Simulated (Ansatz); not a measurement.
The starting structures come from a database of crystals and need not be the phases stable at ambient conditions.

 Where the default PAW files enter, the runs use the earlier of Ansatz's two default sets.

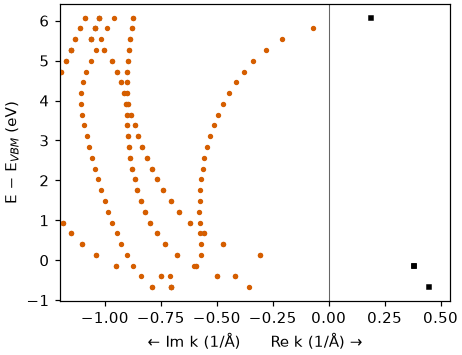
Figure. Complex bands at the centre of the two-dimensional zone; PBEsol in Ansatz (an electronic-structure program)

No gap correction and no spin-orbit coupling; mid-gap values are interpolated between computed energies.

Question: This is AlPO4 (I-4, not sure to be the ambient phase, 6 atoms a cell, 15.5 Å³ an atom, 3 GPa at this level) along the normal of (001). Read off the slowest decay at the centre of the two-dimensional zone at 2.83 eV, the computed energy nearest the middle of the gap.

Answer: κ ≈ 0.54 1/Å, a decay length 1/(2κ) of the density of 0.92 Å.
